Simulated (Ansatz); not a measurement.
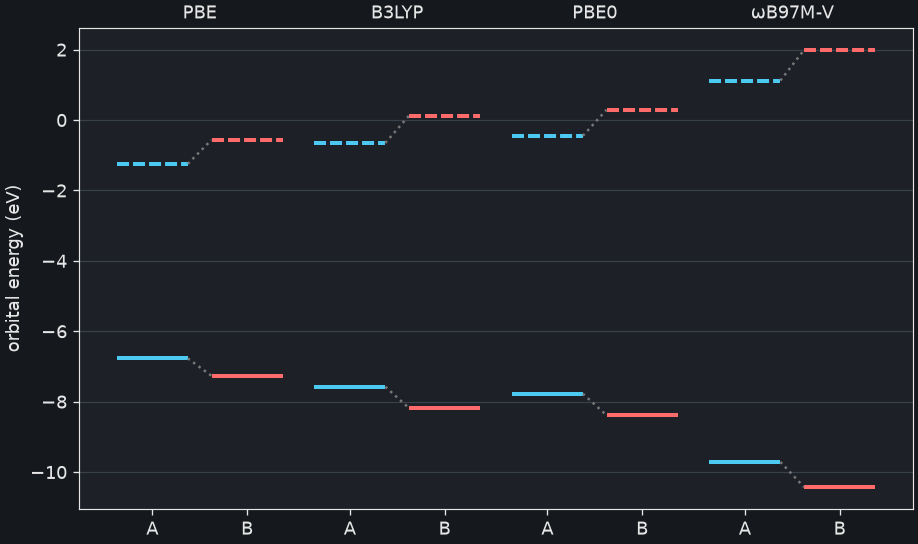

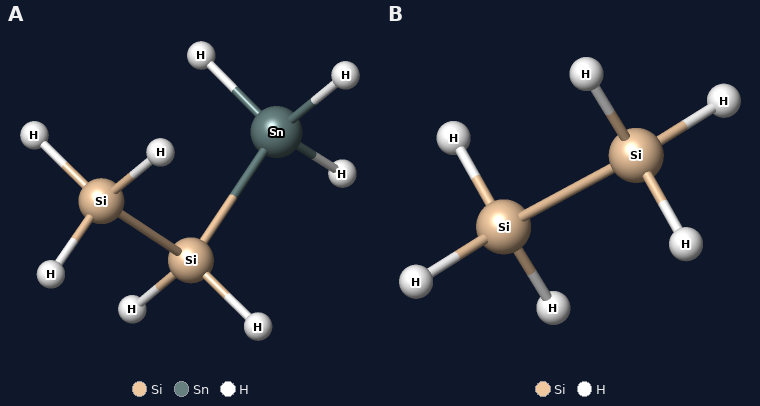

One change: A, SnSi₂H₈ (SMILES [SiH3][SiH2][SnH3]), becomes B, Si₂H₆ (SMILES [SiH3][SiH3]). SnH₃ on Si is replaced by H. HOMO (solid) and LUMO (dashed) computed in def2-TZVPP at PBE0-D4/def2-TZVP geometries, both minima by their frequencies, gas phase, the Ansatz code. Empty levels above zero depend strongly on the basis.

**What does the change do to HOMO and LUMO?**

PBE: the HOMO falls by 0.50 eV, the LUMO rises by 0.68 eV, and the separation goes from 5.53 to 6.70 eV. B3LYP: the HOMO falls by 0.61 eV, the LUMO rises by 0.78 eV, and the separation goes from 6.93 to 8.31 eV. PBE0: the HOMO falls by 0.61 eV, the LUMO rises by 0.74 eV, and the separation goes from 7.33 to 8.68 eV. ωB97M-V: the HOMO falls by 0.72 eV, the LUMO rises by 0.87 eV, and the separation goes from 10.83 to 12.42 eV.

**Do the functionals agree on the effect?**

They agree on the direction for both levels; the HOMO shift lies between −0.72 and −0.50 eV and the LUMO shift between 0.68 and 0.87 eV, while the separations themselves differ by up to 5.7 eV between functionals.

Known limits of this run: core potentials past krypton; spin-orbit coupling is left out, and with Sn it can shift these values.
